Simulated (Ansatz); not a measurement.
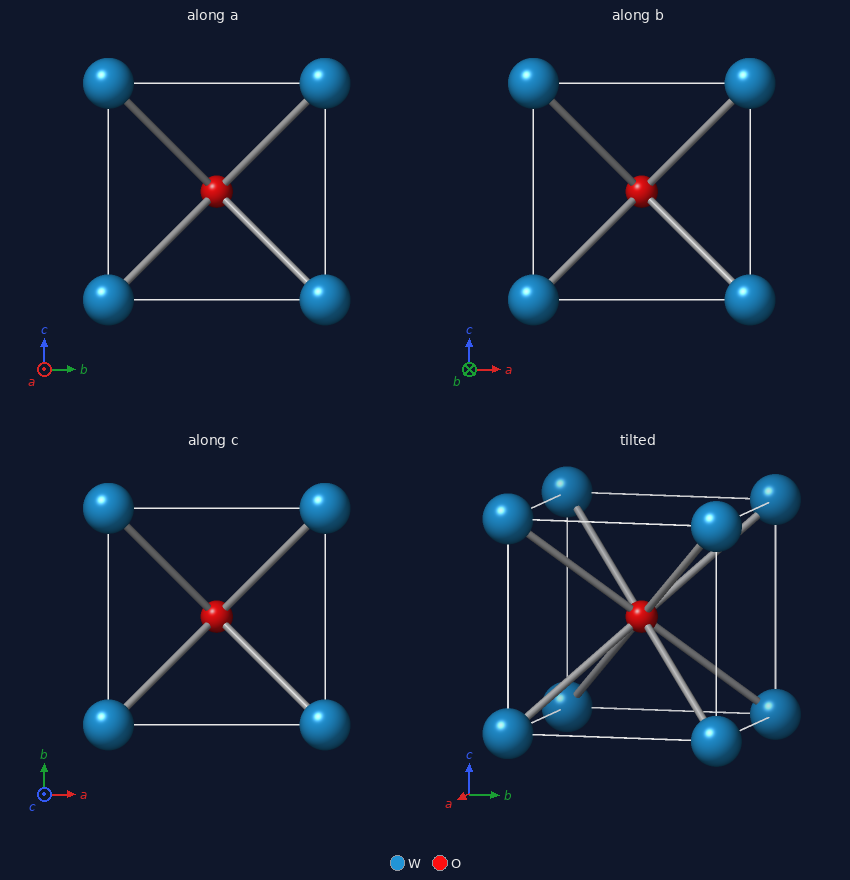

Ball-and-stick representation of a periodic structure, projected along the a axis, along the b axis, along the c axis and slightly off an axis. The box is the conventional unit cell; atoms on or close to its faces, edges and corners are drawn wherever they repeat.

Lattice parameters: a = 3.0224 Å, b = 3.0224 Å, c = 3.0224 Å, α = 90.000°, β = 90.000°, γ = 90.000°.

Give the structure in the form of a CIF with its space group and independent sites.

```cif
data_structure
_symmetry_space_group_name_H-M 'P m -3 m'
_symmetry_Int_Tables_number 221
_cell_length_a 3.0224
_cell_length_b 3.0224
_cell_length_c 3.0224
_cell_angle_alpha 90.000
_cell_angle_beta 90.000
_cell_angle_gamma 90.000
_cell_volume 27.61
loop_
_atom_site_label
_atom_site_type_symbol
_atom_site_symmetry_multiplicity
_atom_site_Wyckoff_symbol
_atom_site_fract_x
_atom_site_fract_y
_atom_site_fract_z
_atom_site_occupancy
W1 W 1 a 0.0000 0.0000 0.0000 1
O1 O 1 b 0.5000 0.5000 0.5000 1
```

Its origin is a structure type filled with these elements by a generator (whether the compound takes this form wasn't checked). Earlier steps of the study may have refined or changed the cell and positions. It was set up as input for a calculation with Ansatz.
